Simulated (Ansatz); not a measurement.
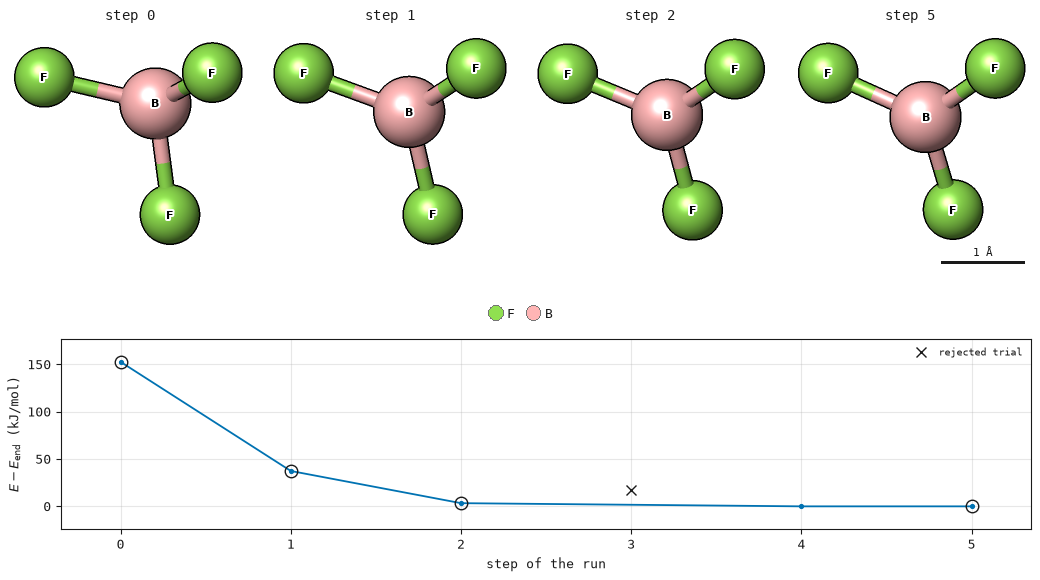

Frames of a relaxation of BF3, marked on the history of the run. Style: ball-and-stick. Shown at a tilt.

These are results of RKS PBE0-D4/def2-TZVP in Ansatz 0.2.0, not measurements. (force threshold 0.005 eV/Å; at most 200 steps)

Q: What happens along the run?

A: The largest move after the best rigid fit is that of the B atom, 0.32 Å. By element the largest moves are B 0.32 Å, F 0.11 Å. Some distances before and after: B–F 1.385 → 1.311 Å. Among the angles between lasting bonds that change: F–B–F 111.2° → 120.0°. The energy falls by 152.7 kJ/mol in 4 accepted moves (5 points after the start). The largest force component goes from 7.9 to 0.00011 eV/Å. The line search rejected the trial step at point 3 of the run. From step 0 to 1: the B atom moves most (0.20 Å), energy −115.3 kJ/mol. From step 1 to 2: the B atom moves most (0.07 Å), energy −34.0 kJ/mol. From step 2 to 5: the B atom moves most (0.05 Å), energy −3.36 kJ/mol.

| step | E − E(0), kJ/mol | largest force component, eV/Å | note |
| --- | --- | --- | --- |
| 0 | 0.00 | 7.8564 |  |
| 1 | -115.32 | 2.9375 |  |
| 2 | -149.34 | 1.0531 |  |
| 3 | -135.54 | 2.2096 | rejected |
| 4 | -152.70 | 0.0084 |  |
| 5 | -152.71 | 0.0001 |  |
